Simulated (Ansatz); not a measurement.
**BH₃OZn: basis-set convergence**

Aim: see how fast density functionals converge with the basis set for BH₃OZn.

The runs use Ansatz 0.2.0, Gaussian basis; one geometry, several basis sets.

The runs, in order: PBE0-D4/def2-SVP; ωB97M-V/def2-SVP; PBE0-D4/def2-QZVPP; ωB97M-V/def2-QZVPP; the functionals' def2-TZVPP values are taken from earlier runs.

### 1 The relaxed structure

All runs share one geometry, relaxed beforehand with PBE0-D4 in a triple-zeta def2 set.

SMILES `[BH2][Zn][OH]`, 6 atoms, charge 0, spin multiplicity 1.

Atoms are counted from 1 here; the program's logs count them from 0.

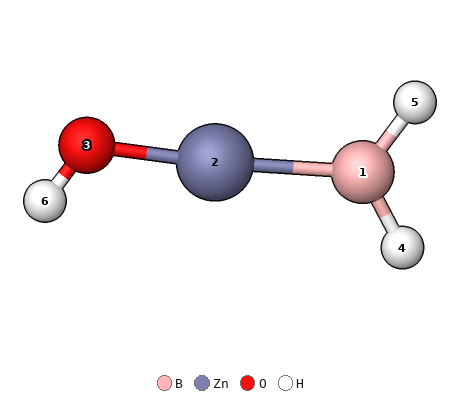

The structure; boron pink, zinc blue, oxygen red, hydrogen white; atoms are numbered from 1 in the order of the file.

### 2 PBE0-D4 in def2-SVP

in.yaml

```yaml
crystal:
  periodic: [false, false, false]
  atoms:
    - {symbol: B, position_ang: [-1.105582, 0.409385, -0.906529]}
    - {symbol: Zn, position_ang: [0.421094, -0.026509, 0.368434]}
    - {symbol: O, position_ang: [1.765417, -0.289779, 1.509982]}
    - {symbol: H, position_ang: [-1.663866, -0.437195, -1.543047]}
    - {symbol: H, position_ang: [-1.498497, 1.529226, -1.064790]}
    - {symbol: H, position_ang: [2.081444, -1.185128, 1.635950]}
basis:
  gaussian: {orbitals: def2-SVP}
hamiltonian: {xc: pbe0, dispersion: d4}
output: {orbitals: {seedname: orbitals}}
```

Command:

```bash
> ansatz run in.yaml --threads 2 --pin off --events-out ev --progress --plain --max-ram 4352MiB
```

Further steps of the session: ωB97M-V in def2-SVP; PBE0-D4 in def2-QZVPP; ωB97M-V in def2-QZVPP.

**Question.** What will the summary of the whole plan be? Wanted: PBE0-D4: double and triple zeta above quadruple; ωB97M-V: double and triple zeta above quadruple.

The runs gave:

```
                                       quantity           value
PBE0-D4: double and triple zeta above quadruple  11.95, 1.38 eV
ωB97M-V: double and triple zeta above quadruple  12.06, 1.34 eV
```

What this shows: For PBE0-D4 the step from double to triple zeta gains 10.57 eV and the next only 1.38 eV. These are total energies; as a rule much of such shifts cancels in differences, which this series doesn't test.
